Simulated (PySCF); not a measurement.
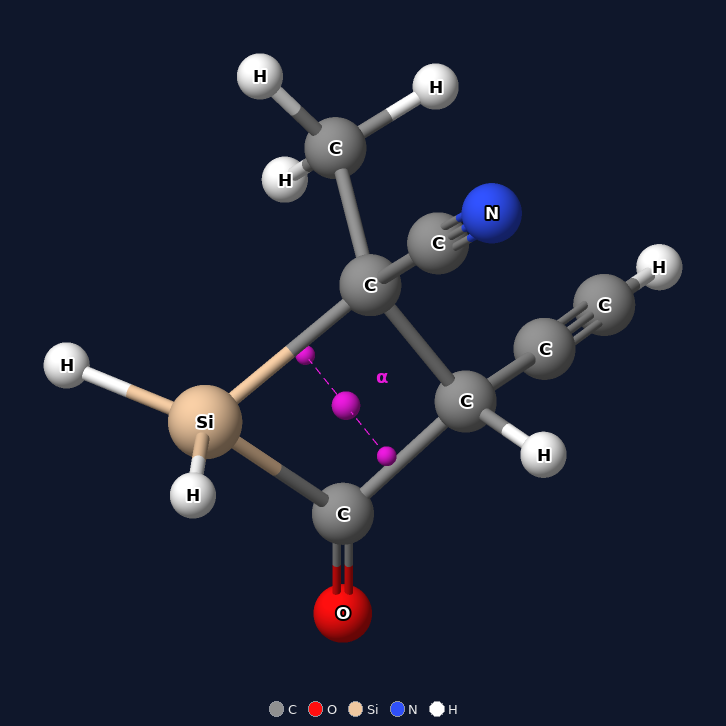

The small points mark where nucleus-independent chemical shifts (NICS) were computed: at the centre of each lettered ring and 1 Å above and below it. The computed structure is the end point of a GFN2-xTB optimisation. No frequency run is at hand to confirm it as a minimum. Method: GIAO PBE0/pcSseg-1 NMR shielding, non-relativistic, gas phase (PySCF 2.14.0).

Give NICS(0), NICS(1) and the out-of-plane component NICS(1)zz for each ring (means of the two sides).

| ring | members | NICS(0) | NICS(1) | NICS(1)zz |
| --- | --- | --- | --- | --- |
| α | C3Si | 7.6 | −0.8 | 1.5 |

Values in ppm.

The geometry is semi-empirical. Around Si such bond lengths and angles can be off by a tenth of an ångström or more and by several degrees, and values that hang on the shape move with them.
